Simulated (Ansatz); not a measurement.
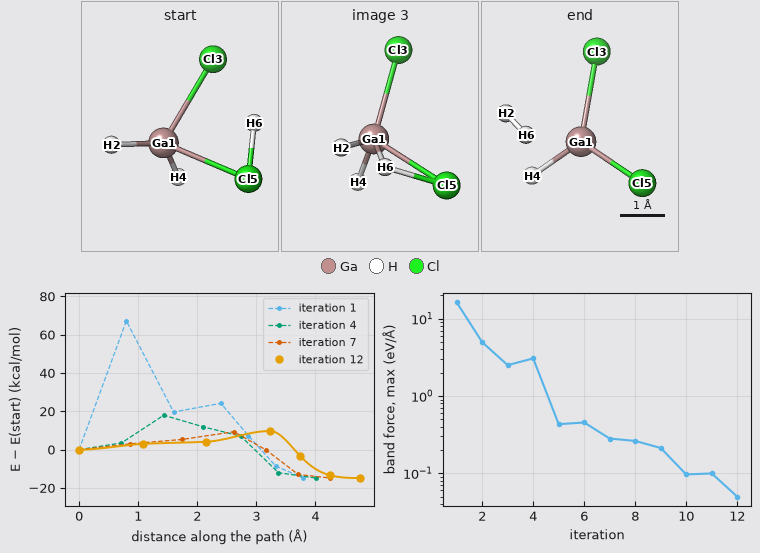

NEB run on GaH$_{3}$Cl$_{2}$. Images are numbered from 0 (start) to 6 (end). The plot follows the band through its iterations. A ball-and-stick model, seen at a tilt.

Computed with RKS PBE-D4/def2-SVP in Ansatz 0.2.0. Set-up: 5 movable images; climbing image; force threshold 0.05 eV/Å; iteration limit 60; starting path through a guess of the saddle point.

> How did the profile develop, and is the result final?

The result is final at these settings. The band converged in 12 iterations. The largest component of the band force went from 16 to 0.05 eV/Å. The climbing image converged on the top of the path. Its vibrational analysis gives one imaginary mode (664i cm⁻¹), as a transition state must have. The first iteration put the highest image at 67.2 kcal/mol. The energy climbs by 9.8 kcal/mol to image 3 and then falls by 24.6 kcal/mol, so the end point sits at −14.8 kcal/mol.
